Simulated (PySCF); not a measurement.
# Pb(SH)4: forces at shaken geometries

Aim: move all atoms of relaxed Pb(SH)4 at random and read energies and forces. It is a constructed species; whether it can be made isn't addressed.

The runs use PySCF 2.14.0; B3LYP, Pb def2-SVP with ECP60, S def2-SVP, H def2-SVP; scalar-relativistic core potentials, no spin–orbit coupling.

3 further runs of the same task are left out: 2 for a known fault of the program, 1 that didn't finish.

## 1. Starting geometry

9 atoms, charge 0, spin multiplicity 1.

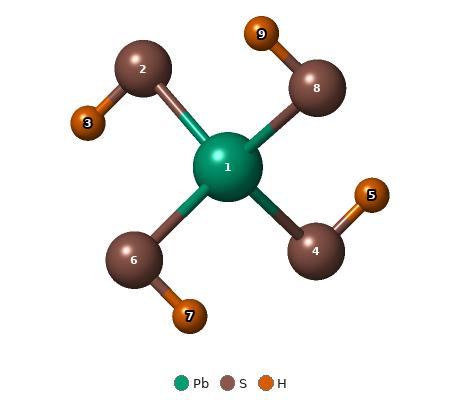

The geometry (lead teal, sulfur brown, hydrogen orange); atoms are numbered from 1 in the order of the file.

Geometry (Å):

```xyz
9
charge 0, multiplicity 1
Pb    0.00000    0.00000    0.00000
S     1.47957    1.56600    1.35987
H     2.42968    0.61312    1.52076
S    -1.47957   -1.56600    1.35987
H    -2.42968   -0.61312    1.52076
S     1.56600   -1.47957   -1.35987
H     0.61312   -2.42968   -1.52076
S    -1.56600    1.47957   -1.35987
H    -0.61312    2.42968   -1.52076
```

Formal oxidation states: Pb +4. An earlier session relaxed this geometry at B3LYP, Pb def2-SVP with ECP60, S def2-SVP, H def2-SVP (singlet, point group S4).

Its energy there is -1787.742216 Eh.

## 2. Atoms moved at random, σ = 0.1 Å

Contents of run.py (the lines that set the calculation):

```python
mol = gto.M(atom='''
Pb     0.19225     0.01653    -0.05853
S      1.50972     1.47713     1.41189
H      2.22001     0.53359     1.23577
S     -1.41707    -1.50481     1.32612
H     -2.60334    -0.58504     1.44130
S      1.53856    -1.38839    -1.18042
H      0.62286    -2.56365    -1.35384
S     -1.55213     1.48596    -1.33887
H     -0.51087     2.52869    -1.48342''',
    basis={'Pb': 'def2-SVP', 'S': 'def2-SVP', 'H': 'def2-SVP'},
    ecp={'Pb': 'def2-SVP'},
    charge=0, spin=0)
mf = dft.RKS(mol, xc='B3LYP')
mf.grids.atom_grid = (50, 194)
mf = mf.density_fit()  # fitting sets: Pb def2-universal-JKFIT, S def2-universal-JKFIT, H def2-universal-JKFIT
mf.conv_tol = 1e-08; mf.max_cycle = 55
mf.kernel(dm0)  # dm0: the density of the relaxed state
```

Run with:

```bash
$ OMP_NUM_THREADS=2 python run.py
```

Log:

```text
init E= -1787.68216635411
  HOMO = -0.28151790745088  LUMO = -0.1443327573826  gap/eV = 3.73300
cycle= 1 E= -1787.65130517481  delta_E= 0.0309  |g|= 0.207  |ddm|= 0.736
  HOMO = -0.214700545419988  LUMO = -0.122236647271998  gap/eV = 2.51607
cycle= 2 E= -1787.62860552207  delta_E= 0.0227  |g|= 0.324  |ddm|= 0.885
  HOMO = -0.247178827887093  LUMO = -0.116961022686411  gap/eV = 3.54341
cycle= 3 E= -1787.66832976694  delta_E= -0.0397  |g|= 0.042  |ddm|= 0.576
  HOMO = -0.247295061948915  LUMO = -0.118845438907712  gap/eV = 3.49529
cycle= 4 E= -1787.66891109343  delta_E= -0.000581  |g|= 0.00881  |ddm|= 0.0743
  HOMO = -0.247646906094592  LUMO = -0.118896606396426  gap/eV = 3.50347
cycle= 5 E= -1787.66893622355  delta_E= -2.51e-05  |g|= 0.00322  |ddm|= 0.0178
  HOMO = -0.248069563190506  LUMO = -0.118809328182074  gap/eV = 3.51735
cycle= 6 E= -1787.66893949939  delta_E= -3.28e-06  |g|= 0.00107  |ddm|= 0.0067
  HOMO = -0.247878965926248  LUMO = -0.118762751490614  gap/eV = 3.51343
cycle= 7 E= -1787.6689399086  delta_E= -4.09e-07  |g|= 0.000255  |ddm|= 0.00213
  HOMO = -0.247909357242654  LUMO = -0.11876221649176  gap/eV = 3.51427
cycle= 8 E= -1787.66893992992  delta_E= -2.13e-08  |g|= 0.000114  |ddm|= 0.000592
  HOMO = -0.24790328900101  LUMO = -0.118768820457674  gap/eV = 3.51393
cycle= 9 E= -1787.66893993457  delta_E= -4.65e-09  |g|= 1.71e-05  |ddm|= 0.00022
  HOMO = -0.24790513872925  LUMO = -0.118766120186656  gap/eV = 3.51405
Extra cycle  E= -1787.66893993455  delta_E= 2.64e-11  |g|= 2.07e-05  |ddm|= 6.55e-05
converged SCF energy = -1787.66893993455
```

Wall time 6.4 s (2 threads of Arm Neoverse V1, shared host).

It gives: E = -1787.668940 Eh (+1.994 eV from the relaxed state), HOMO -6.75 eV, LUMO -3.23 eV, Mulliken charge on Pb1 +0.50 e, largest force component 5.196 eV/Å. 

```
atom      Fx      Fy  Fz (eV/Å)
 Pb1  -5.196   2.477      1.959
  S2  -3.277   5.061      1.009
  H3   4.423  -4.646     -0.369
  S4  -1.785   1.554      0.076
  H5   2.217  -1.455     -0.316
  S6   1.774  -4.993     -2.889
  H7   1.388   2.160      0.428
  S8   2.184   1.384     -0.053
  H9  -1.727  -1.541      0.154
```

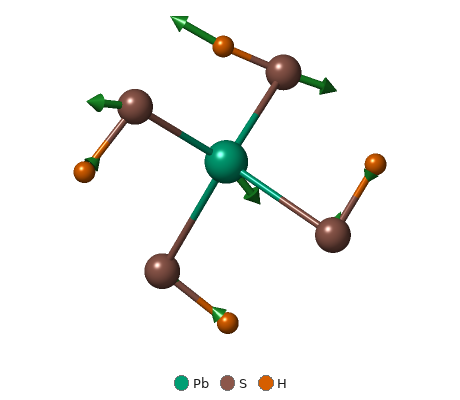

Forces as arrows, the longest for the largest force.

## 3. Atoms moved at random, σ = 0.03 Å

Contents of run.py (the lines that set the calculation):

```python
mol = gto.M(atom='''
Pb     0.00501     0.02477     0.01118
S      1.50436     1.56199     1.32266
H      2.44449     0.63102     1.55117
S     -1.52461    -1.52973     1.34406
H     -2.45098    -0.57728     1.51148
S      1.58358    -1.52734    -1.36184
H      0.61426    -2.45528    -1.50056
S     -1.56647     1.43108    -1.32566
H     -0.60964     2.44076    -1.55248''',
    basis={'Pb': 'def2-SVP', 'S': 'def2-SVP', 'H': 'def2-SVP'},
    ecp={'Pb': 'def2-SVP'},
    charge=0, spin=0)
mf = dft.RKS(mol, xc='B3LYP')
mf.grids.atom_grid = (50, 194)
mf = mf.density_fit()  # fitting sets: Pb def2-universal-JKFIT, S def2-universal-JKFIT, H def2-universal-JKFIT
mf.conv_tol = 1e-08; mf.max_cycle = 55
mf.kernel(dm0)  # dm0: the density of the relaxed state
```

Run with:

```bash
$ OMP_NUM_THREADS=2 python run.py
```

Log:

```text
init E= -1787.73946679791
  HOMO = -0.262891395747814  LUMO = -0.136058392203033  gap/eV = 3.45130
cycle= 1 E= -1787.73877797577  delta_E= 0.000689  |g|= 0.038  |ddm|= 0.159
  HOMO = -0.252568044923272  LUMO = -0.135080419382838  gap/eV = 3.19700
cycle= 2 E= -1787.73819805638  delta_E= 0.00058  |g|= 0.055  |ddm|= 0.161
  HOMO = -0.261169683581387  LUMO = -0.13491428227259  gap/eV = 3.43558
cycle= 3 E= -1787.73936562267  delta_E= -0.00117  |g|= 0.00841  |ddm|= 0.103
  HOMO = -0.260300506339403  LUMO = -0.134988811668016  gap/eV = 3.40990
cycle= 4 E= -1787.73939063285  delta_E= -2.5e-05  |g|= 0.00142  |ddm|= 0.0153
  HOMO = -0.260603759916786  LUMO = -0.134999432325444  gap/eV = 3.41787
cycle= 5 E= -1787.73939147025  delta_E= -8.37e-07  |g|= 0.00042  |ddm|= 0.00312
  HOMO = -0.260579083160599  LUMO = -0.134994244607427  gap/eV = 3.41734
cycle= 6 E= -1787.73939152194  delta_E= -5.17e-08  |g|= 0.000216  |ddm|= 0.00104
  HOMO = -0.260575927474959  LUMO = -0.13499118118073  gap/eV = 3.41734
cycle= 7 E= -1787.73939154045  delta_E= -1.85e-08  |g|= 3.64e-05  |ddm|= 0.000407
  HOMO = -0.260574990338544  LUMO = -0.134992368514993  gap/eV = 3.41728
cycle= 8 E= -1787.73939154097  delta_E= -5.22e-10  |g|= 6.17e-06  |ddm|= 6.61e-05
  HOMO = -0.260575154538773  LUMO = -0.134992573005803  gap/eV = 3.41728
Extra cycle  E= -1787.73939154096  delta_E= 3.64e-12  |g|= 7.34e-06  |ddm|= 2.37e-05
converged SCF energy = -1787.73939154096
```

Run time: 6.4 s. Hardware: 2 threads of Arm Neoverse V1, shared host.

Read off: E = -1787.739392 Eh (+0.077 eV from the relaxed state), HOMO -7.09 eV, LUMO -3.67 eV, Mulliken charge on Pb1 +0.53 e, largest force component 1.180 eV/Å. 

```
atom      Fx      Fy  Fz (eV/Å)
 Pb1   0.383  -0.817     -0.118
  S2  -0.060   0.496      0.142
  H3   0.181  -0.280      0.012
  S4   0.355  -0.298     -0.040
  H5  -0.282   0.319      0.038
  S6  -0.180   0.378      0.263
  H7  -0.111  -0.113     -0.024
  S8   0.522   1.180     -0.463
  H9  -0.808  -0.865      0.190
```

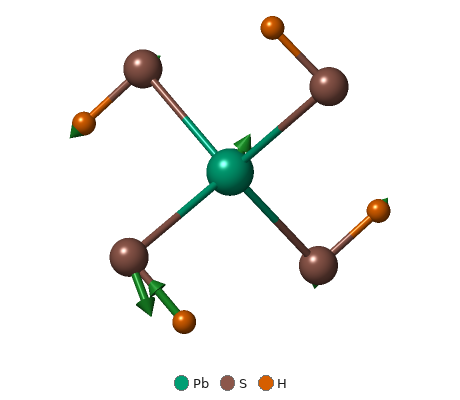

Forces as arrows, the longest for the largest force.

## 4. Atoms moved at random, σ = 0.15 Å

Contents of run.py (the lines that set the calculation):

```python
mol = gto.M(atom='''
Pb     0.08975    -0.00820    -0.10937
S      1.34569     1.46931     1.59266
H      2.30654     0.92140     1.60166
S     -1.39576    -1.55217     1.22156
H     -2.36456    -0.64978     1.40134
S      1.56980    -1.58319    -1.44144
H      0.75688    -2.62854    -1.31186
S     -1.68486     1.54776    -1.29202
H     -0.62348     2.48343    -1.66252''',
    basis={'Pb': 'def2-SVP', 'S': 'def2-SVP', 'H': 'def2-SVP'},
    ecp={'Pb': 'def2-SVP'},
    charge=0, spin=0)
mf = dft.RKS(mol, xc='B3LYP')
mf.grids.atom_grid = (50, 194)
mf = mf.density_fit()  # fitting sets: Pb def2-universal-JKFIT, S def2-universal-JKFIT, H def2-universal-JKFIT
mf.conv_tol = 1e-08; mf.max_cycle = 55
mf.kernel(dm0)  # dm0: the density of the relaxed state
```

Run with:

```bash
$ OMP_NUM_THREADS=2 python run.py
```

Log:

```text
init E= -1787.70016034989
  HOMO = -0.269147459231508  LUMO = -0.165381619013665  gap/eV = 2.82361
cycle= 1 E= -1787.67825234374  delta_E= 0.0219  |g|= 0.13  |ddm|= 0.782
  HOMO = -0.232885781270238  LUMO = -0.138520193205927  gap/eV = 2.56782
cycle= 2 E= -1787.6732817966  delta_E= 0.00497  |g|= 0.17  |ddm|= 0.485
  HOMO = -0.255120482599557  LUMO = -0.144588453884879  gap/eV = 3.00773
cycle= 3 E= -1787.68440917145  delta_E= -0.0111  |g|= 0.0416  |ddm|= 0.34
  HOMO = -0.257753930436566  LUMO = -0.145239726412164  gap/eV = 3.06167
cycle= 4 E= -1787.68504294922  delta_E= -0.000634  |g|= 0.0072  |ddm|= 0.0769
  HOMO = -0.257880640234998  LUMO = -0.145058972669148  gap/eV = 3.07003
cycle= 5 E= -1787.68505756601  delta_E= -1.46e-05  |g|= 0.00414  |ddm|= 0.0174
  HOMO = -0.257765121584994  LUMO = -0.145142666464835  gap/eV = 3.06461
cycle= 6 E= -1787.68506344684  delta_E= -5.88e-06  |g|= 0.000523  |ddm|= 0.00711
  HOMO = -0.257762767363024  LUMO = -0.145090435748308  gap/eV = 3.06597
cycle= 7 E= -1787.68506355597  delta_E= -1.09e-07  |g|= 0.000154  |ddm|= 0.00112
  HOMO = -0.257768485250381  LUMO = -0.145099004918919  gap/eV = 3.06589
cycle= 8 E= -1787.68506356807  delta_E= -1.21e-08  |g|= 4.08e-05  |ddm|= 0.000466
  HOMO = -0.257773388434968  LUMO = -0.145098676997399  gap/eV = 3.06604
cycle= 9 E= -1787.68506356872  delta_E= -6.48e-10  |g|= 2.31e-05  |ddm|= 0.000118
  HOMO = -0.257766897998996  LUMO = -0.145099034904291  gap/eV = 3.06585
Extra cycle  E= -1787.68506356839  delta_E= 3.32e-10  |g|= 3.84e-05  |ddm|= 0.000116
converged SCF energy = -1787.68506356839
```

Wall time 6.4 s (2 threads of Arm Neoverse V1, shared host).

Result: E = -1787.685064 Eh (+1.555 eV from the relaxed state), HOMO -7.01 eV, LUMO -3.95 eV, Mulliken charge on Pb1 +0.54 e, largest force component 10.998 eV/Å. 

```
atom       Fx      Fy  Fz (eV/Å)
 Pb1   -0.548   0.501      0.161
  S2  -10.998   6.363     -0.314
  H3   10.925  -6.421     -0.033
  S4    0.161  -0.680      0.083
  H5   -0.309   0.388      0.024
  S6    0.688   0.584     -0.243
  H7   -0.531  -0.424      0.145
  S8    2.198   0.937     -0.313
  H9   -1.586  -1.248      0.490
```

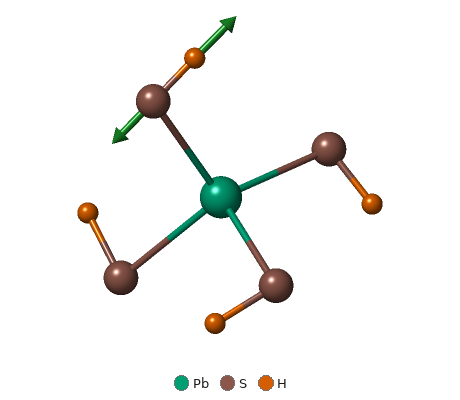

Forces as arrows, the longest for the largest force.

## 5. Results

| σ (Å) | energy rise (eV) | harmonic estimate −½ F·u (eV) | largest force component (eV/Å) |
| --- | --- | --- | --- |
| 0.1 | 1.994 | 1.977 | 5.20 |
| 0.03 | 0.077 | 0.075 | 1.18 |
| 0.15 | 1.555 | 1.499 | 11.00 |

Every displacement raises the energy. For a harmonic well the rise equals −½ F·u; the two differ by at most 4 % here (a move with σ = 0.15 Å), from anharmonicity, the grid and the small forces left at the relaxed point. The bases are small and lack diffuse functions. Spin–orbit coupling is left out.
